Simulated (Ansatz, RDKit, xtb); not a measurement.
**Isomers of C4H8OSi, a sample narrowed down**

Which of a sample of isomers of C4H8OSi is the most stable in the gas at 298.15 K, and what are its properties? The sample is small against all isomers, and the most stable one of this formula need not be in it.

Plan: many cheap relaxations first (GFN2-xTB), then density-functional screening, relaxation at PBE-D3(BJ)/def2-SVP, vibrations (at GFN2-xTB) and a final energy. The numbers are computed, not measured.

### 1 Drawing up candidates

Isomers were taken from a list of plausible structures; this is a sample, not all of them. That gives 4 candidates.

```
label           SMILES     spin
 c062   C#C[Si](C)(C)O  singlet
 c369  C#C[Si@@H](C)CO  singlet
 c853  C#CC[Si@@H](C)O  singlet
 c858     C#CC[SiH2]CO  singlet
```

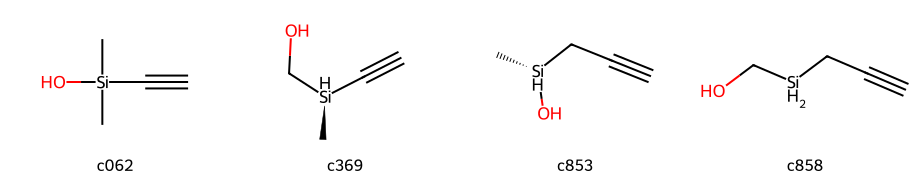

Structural formulas of the candidates.

Candidates are built by distance geometry, with a force field where one applies, in up to four conformers (letters a to d).

### 2 Search with GFN2-xTB

All 12 starts are relaxed the same way. One of them, c858b (taken from a list of positional isomers, embedded by distance geometry and MMFF94), in full:

Contents of start.xyz:

```xyz
14
c858b
C      0.874935     0.240758    -2.900695
C      0.037962    -0.270785    -2.191612
C     -1.013292    -0.863989    -1.340630
C      0.906966    -1.226561     1.045082
O      1.185772    -1.056384     2.454727
Si    -0.766677    -0.578275     0.471366
H      1.580487     0.659980    -3.552957
H     -1.968178    -0.525168    -1.685543
H     -1.004452    -1.994513    -1.540605
H     -1.860098    -1.180758     1.216702
H     -0.838709     0.908263     0.763853
H      0.974092    -2.266861     0.831630
H      1.706798    -0.739270     0.532168
H      1.173121    -0.130285     2.671915
```

Started as:

```bash
$ xtb start.xyz --gfn 2 --opt
```

Standard output (excerpt; [...] marks lines left out):

```text
* xtb version 6.7.1
[...]
          :  # basis functions                  38          :
[...]
          :  # electrons                        34          :
[...]
          :  Hamiltonian                  GFN2-xTB          :
[...]
          :  net charge                          0          :
          :  unpaired electrons                  0          :
[...]
   *** convergence criteria satisfied after 13 iterations ***
[...]
   *** GEOMETRY OPTIMIZATION CONVERGED AFTER 12 ITERATIONS ***
[...]
   *** convergence criteria satisfied after 3 iterations ***
[...]
         ::                     SUMMARY                     ::
         :::::::::::::::::::::::::::::::::::::::::::::::::::::
         :: total energy             -18.339016098666 Eh    ::
         :: gradient norm              0.000586924672 Eh/a0 ::
         :: HOMO-LUMO gap              5.317098739113 eV    ::
         ::.................................................::
         :: SCC energy               -18.627242222485 Eh    ::
         :: -> isotropic ES            0.042246660821 Eh    ::
         :: -> anisotropic ES          0.001384828071 Eh    ::
         :: -> anisotropic XC          0.009724206070 Eh    ::
         :: -> dispersion             -0.008478645828 Eh    ::
         :: repulsion energy           0.288226123819 Eh    ::
         :: add. restraining           0.000000000000 Eh    ::
         :: total charge              -0.000000000000 e     ::
         :::::::::::::::::::::::::::::::::::::::::::::::::::::
[...]
        17        2.0000           -0.3799805             -10.3398 (HOMO)
        18                         -0.1845807              -5.0227 (LUMO)
[...]
     #   Z          covCN         q      C6AA      α(0)
     1   6 C        1.909    -0.126    34.638     9.505
     2   6 C        1.992    -0.034    31.945     9.128
     3   6 C        3.701    -0.139    23.352     6.910
     4   6 C        3.569    -0.026    21.872     6.806
     5   8 O        1.658    -0.456    21.959     6.326
     6  14 Si       3.615     0.460    98.899    19.089
     7   1 H        0.928     0.067     2.120     2.277
     8   1 H        0.924     0.037     2.490     2.468
     9   1 H        0.924     0.046     2.377     2.411
    10   1 H        0.918    -0.075     4.755     3.411
    11   1 H        0.916    -0.082     4.973     3.488
    12   1 H        0.924     0.038     2.470     2.458
    13   1 H        0.923     0.014     2.819     2.625
    14   1 H        0.805     0.275     0.800     1.405
[...]
     #   Z sym  total        # sym  WBO       # sym  WBO       # sym  WBO
 ---------------------------------------------------------------------------
     1   6 C    3.974 --     2 C    2.873     7 H    0.972
     2   6 C    3.978 --     1 C    2.873     3 C    1.080
     3   6 C    3.984 --     2 C    1.080     8 H    0.964     9 H    0.955
                             6 Si   0.851
     4   6 C    3.923 --     5 O    1.000    12 H    0.981    13 H    0.977
                             6 Si   0.870
     5   8 O    1.956 --     4 C    1.000    14 H    0.915
     6  14 Si   3.592 --    11 H    0.891    10 H    0.890     4 C    0.870
                             3 C    0.851
     7   1 H    0.995 --     1 C    0.972
     8   1 H    0.999 --     3 C    0.964
     9   1 H    0.998 --     3 C    0.955
    10   1 H    0.994 --     6 Si   0.890
[...]
molecular dipole:
                 x           y           z       tot (Debye)
 q only:       -0.583       0.329      -0.092
   full:       -0.346       0.370      -0.332       1.540
molecular quadrupole (traceless):
[...]
          | TOTAL ENERGY              -18.339016098666 Eh   |
          | GRADIENT NORM               0.000586924672 Eh/α |
          | HOMO-LUMO GAP               5.317098739113 eV   |
           -------------------------------------------------
[...]
```

It took 0.14 s on 2 threads of Intel Xeon Platinum 8259CL at 2.50GHz (Skylake/Cascade Lake), shared host.

### 3 What the search left

12 of the 12 relaxations converged. 12 distinct structures remain:

```
label  start     SMILES after     spin  energy (kcal/mol)
c853b  drawn  C#CC[Si@@H](C)O  singlet                0.0
c853d  drawn  C#CC[Si@@H](C)O  singlet                0.2
c853a  drawn  C#CC[Si@@H](C)O  singlet                0.3
c853c  drawn  C#CC[Si@@H](C)O  singlet                0.9
c062a  drawn   C#C[Si](C)(C)O  singlet                7.8
c858b  drawn     C#CC[SiH2]CO  singlet               40.3
c858c  drawn     C#CC[SiH2]CO  singlet               40.3
c858a  drawn     C#CC[SiH2]CO  singlet               40.4
c858d  drawn     C#CC[SiH2]CO  singlet               40.8
c369a  drawn  C#C[Si@@H](C)CO  singlet               44.2
c369b  drawn  C#C[Si@@H](C)CO  singlet               44.9
c369c  drawn  C#C[Si@@H](C)CO  singlet               45.5
```

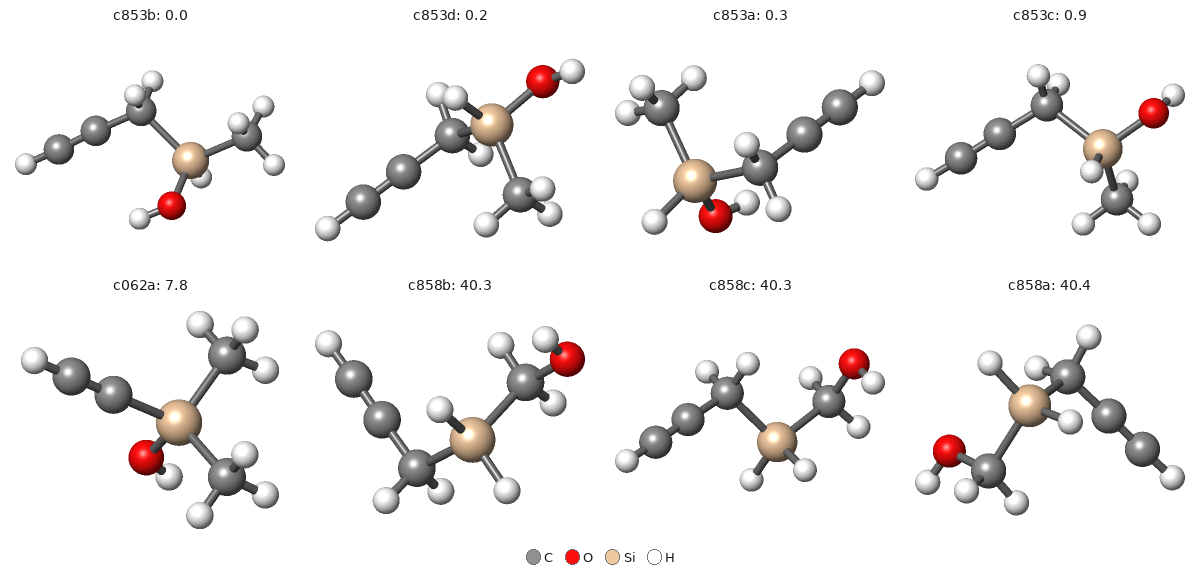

The 8 lowest minima that did not fall apart, with their GFN2-xTB energies in kcal/mol.

### 4 Screening with a density functional

A choice of the minima (the low ones first, few conformers of a pattern, up to a cap) and the lowest that fell apart get a single point at r2SCAN-D4/def2-SVP on the tight-binding geometry, and one at HF/STO-3G for comparison. The lowest singlets are also tried as triplets at the same geometry (label ending in t). Within 40 kcal/mol but not screened, among others: c853a, c853c. The first, c853b:

Contents of input.yaml:

```yaml
basis:
  gaussian: {orbitals: def2-SVP}
crystal:
  periodic: [false, false, false]
  atoms:
    - {symbol: C, position_ang: [-0.196379, 0.297999, 3.157077]}
    - {symbol: C, position_ang: [0.233883, 0.745161, 2.132458]}
    - {symbol: C, position_ang: [0.736472, 1.219166, 0.867916]}
    - {symbol: C, position_ang: [0.947214, 0.599983, -2.194278]}
    - {symbol: O, position_ang: [0.465979, -1.424746, -0.316808]}
    - {symbol: Si, position_ang: [0.082663, 0.137605, -0.576173]}
    - {symbol: H, position_ang: [-0.562382, -0.052360, 4.075371]}
    - {symbol: H, position_ang: [1.828527, 1.192621, 0.895246]}
    - {symbol: H, position_ang: [0.439064, 2.260323, 0.738287]}
    - {symbol: H, position_ang: [-1.374966, 0.292973, -0.656343]}
    - {symbol: H, position_ang: [0.616682, -0.049730, -2.997380]}
    - {symbol: H, position_ang: [2.025902, 0.501448, -2.117188]}
    - {symbol: H, position_ang: [0.725095, 1.622015, -2.483527]}
    - {symbol: H, position_ang: [0.330504, -1.823826, 0.539154]}
hamiltonian: {xc: r2scan, dispersion: d4}
scf: {lower_state_search: "off"}
output: {orbitals: {seedname: orbitals}}
```

Started as:

```bash
$ ansatz run input.yaml --threads 2 --pin off --max-ram 5220MiB --events-out events.jsonl --progress --plain --runs-dir runs
```

Standard output (excerpt; [...] marks lines left out):

```text
Warning: RAYON_NUM_THREADS=2 ignored (pool sized by the plan → 2); use --threads N
Functional definition: r2SCAN
  name "r2SCAN"
[...]
1435 factors; their error is unknown
[...]
mean field -14191.08304232 eV, -521.5126827436 hartree, gradient 6.9e-6 eV, S^2 0.000000; 0 other end points of the search recorded, 0 dependent functions left out
reference -14191.08305361 eV, -521.5126831586 hartree; 27, 27 occupied and 101, 101 virtual orbitals, 1435 factors
Total energy: -14191.16229619 eV, -521.5155952698 hartree
Checks for a lower state left out: stability, starts, cluster_reference, orbital_swaps, neighbouring_geometries, increment
```

Run time: 2.6 s. Hardware: 2 threads of Intel Xeon Platinum 8259CL at 2.50GHz (Skylake/Cascade Lake), shared host; peak memory 0.17 GiB.

Relative energies in kcal/mol, each column from its lowest structure that stays in one piece:

```
 label           SMILES     spin  GFN2-xTB  HF/STO-3G  r2SCAN-D4/def2-SVP
 c062a   C#C[Si](C)(C)O  singlet       7.8        0.0                 0.0
 c853b  C#CC[Si@@H](C)O  singlet       0.0       15.9                11.9
 c853d  C#CC[Si@@H](C)O  singlet       0.2       16.5                12.8
 c858b     C#CC[SiH2]CO  singlet      40.3       40.8                59.3
c062at   C#C[Si](C)(C)O  triplet         –          –               119.7
c853bt  C#CC[Si@@H](C)O  triplet         –          –               139.1
```

Measured from c062a, GFN2-xTB misplaces c858b by 27 kcal/mol against r2SCAN-D4/def2-SVP, so minima dropped on its energies alone could hide the lowest isomer.

### 5 Third filter: density-functional geometries

3 candidates are relaxed at PBE-D3(BJ)/def2-SVP (chosen among the lowest in one piece, one conformer a pattern). The first, c062a:

Contents of input.yaml:

```yaml
crystal:
  periodic: [false, false, false]
  atoms:
    - {symbol: C, position_ang: [-0.776783, 2.435738, -2.208252]}
    - {symbol: C, position_ang: [-0.752727, 1.387342, -1.622273]}
    - {symbol: C, position_ang: [-2.154787, -0.281343, 0.550662]}
    - {symbol: C, position_ang: [0.950582, -0.411470, 0.203344]}
    - {symbol: O, position_ang: [-0.896010, -1.331823, -1.882926]}
    - {symbol: Si, position_ang: [-0.716767, -0.219093, -0.696082]}
    - {symbol: H, position_ang: [-0.796821, 3.351146, -2.726730]}
    - {symbol: H, position_ang: [-2.174043, -1.219510, 1.100181]}
    - {symbol: H, position_ang: [-2.082894, 0.520117, 1.278722]}
    - {symbol: H, position_ang: [-3.110459, -0.177941, 0.044811]}
    - {symbol: H, position_ang: [1.776535, -0.381512, -0.501505]}
    - {symbol: H, position_ang: [1.013580, -1.353489, 0.742812]}
    - {symbol: H, position_ang: [1.106993, 0.385719, 0.922820]}
    - {symbol: H, position_ang: [-0.915033, -2.266713, -1.702258]}
basis:
  gaussian:
    orbitals: def2-SVP
hamiltonian:
  xc: {name: PBE}
  dispersion: d3bj
scf:
  lower_state_search: off
relax:
  f_tol: 0.006
```

Started as:

```bash
$ ansatz run input.yaml --threads 2 --pin off --max-ram 5220MiB --events-out events.jsonl --progress --plain --runs-dir runs
```

Standard output (excerpt; [...] marks lines left out):

```text
Warning: RAYON_NUM_THREADS=2 ignored (pool sized by the plan → 2); use --threads N
[...]
Functional definition: PBE
  name "PBE"
[...]
1435 factors; their error is unknown
[...]
mean field -14183.69579532 eV, -521.2412064236 hartree, gradient 1.8e-6 eV, S^2 0.000000; 0 other end points of the search recorded, 0 dependent functions left out
[...]
reference -14183.69583334 eV, -521.2412078209 hartree; 27, 27 occupied and 101, 101 virtual orbitals, 1435 factors
relax step   1: F+E_penalty+E_count = -14184.00515815 eV  Δ(F+E_penalty+E_count) = +0.000e0 eV  max|allowed force component| = 2.600e0 eV/Å  Δτ_max = 0.0000 Å  (19 SCF iters, accepted)
[...]
relax step   6: F+E_penalty+E_count = -14184.18444296 eV  Δ(F+E_penalty+E_count) = -7.875e-4 eV  max|allowed force component| = 1.998e-2 eV/Å  Δτ_max = 0.0096 Å  (22 SCF iters, accepted)
[...]
Atom 5 at    -0.718705    -0.237953    -0.704693 Å, force    -0.000278     0.000887    -0.001658 eV/Å
Atom 6 at    -0.786457     3.421753    -2.669360 Å, force     0.000229     0.000939     0.001368 eV/Å
Atom 7 at    -2.162112    -1.230162     1.092950 Å, force    -0.000740    -0.000958    -0.000339 eV/Å
Atom 8 at    -2.053402     0.551911     1.253999 Å, force    -0.000079     0.000929     0.000621 eV/Å
Atom 9 at    -3.115907    -0.168766    -0.000747 Å, force    -0.000715    -0.000024     0.000845 eV/Å
Atom 10 at     1.772127    -0.372323    -0.547787 Å, force     0.000957    -0.000193     0.000623 eV/Å
Atom 11 at     0.999320    -1.361870     0.739089 Å, force     0.000642    -0.001062    -0.000524 eV/Å
Atom 12 at     1.075629     0.421535     0.903871 Å, force     0.000100     0.000955     0.000506 eV/Å
Atom 13 at    -0.903572    -2.324289    -1.578195 Å, force    -0.000010    -0.000747     0.000116 eV/Å
Dipole moment:     0.028936    -0.155438     0.316760 e Å
Checks for a lower state left out: stability, starts, cluster_reference, orbital_swaps, neighbouring_geometries, increment
```

It took 15 s on 2 threads of Intel Xeon Platinum 8259CL at 2.50GHz (Skylake/Cascade Lake), shared host; peak memory 0.17 GiB.

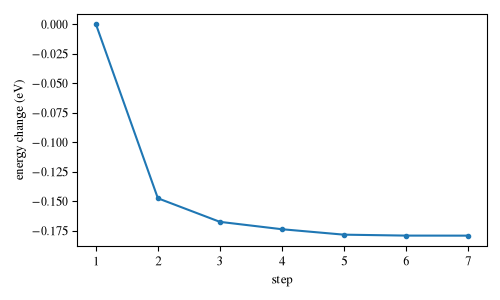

Energy along the run, all evaluated steps.

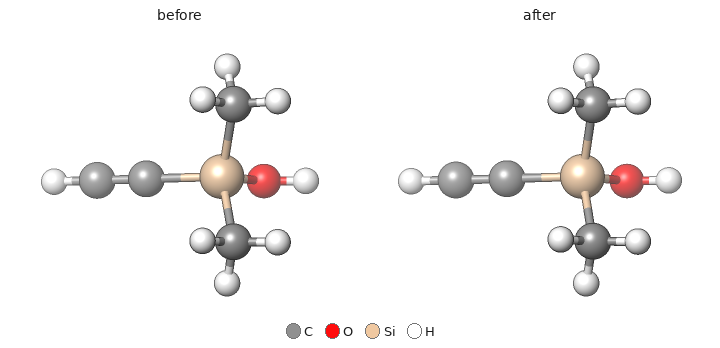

Before and after, at one scale.

After the run. Bond lengths: C1–C2 1.229 Å, C2–Si6 1.844 Å, C3–Si6 1.883 Å, C4–Si6 1.883 Å, O5–Si6 1.690 Å, C1–H7 1.082 Å, C3–H8 1.110 Å, C3–H9 1.109 Å, C3–H10 1.108 Å, C4–H11 1.108 Å, C4–H12 1.110 Å, C4–H13 1.109 Å, O5–H14 0.973 Å. Some angles: C1–C2–Si6 177.6°, C2–Si6–C3 108.9°, C2–Si6–C4 108.9°, C2–Si6–O5 104.6°, C3–Si6–C4 111.0°, C3–Si6–O5 111.6°, C4–Si6–O5 111.6°, C2–C1–H7 179.4°, Si6–C3–H8 111.4°, Si6–C3–H9 110.6°.

[end of part 1 of 2]
